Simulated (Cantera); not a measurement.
Feed: 1 mol (CH3)2SiCl2, 0.12 mol C2H4, 6.3 mol H2, 0.99 mol C2H2, at 2223.15 K.

These are equilibrium values from Cantera (NASA tables, ideal gas, pure condensed phases), not measurements of a reactor. Candidate condensed phases: C, C6H6, C7H8, C8H18, Si, SiC; 109 gas species. The feed counts by its element totals alone. The tables' values for SiCl, SiCl3 are old estimates; treat these amounts as uncertain. Gases not in the tables: Si2H6 and higher silanes. Kinetics and transport are ignored.

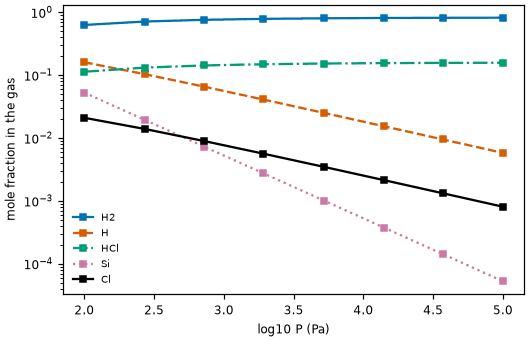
Fig. 1. Equilibrium gas composition (values under 1e-9 drawn at 1e-9)

From 1.00 mbar to 1.00 bar the condensed part is C(graphite) + SiC(s). The main Si-bearing gas is Si at 1.00 mbar and SiCl2 at 1.00 bar. The share of Si in condensed phases is highest at 1.00 bar (91.9 %) and lowest at 1.00 mbar (0.1 %).
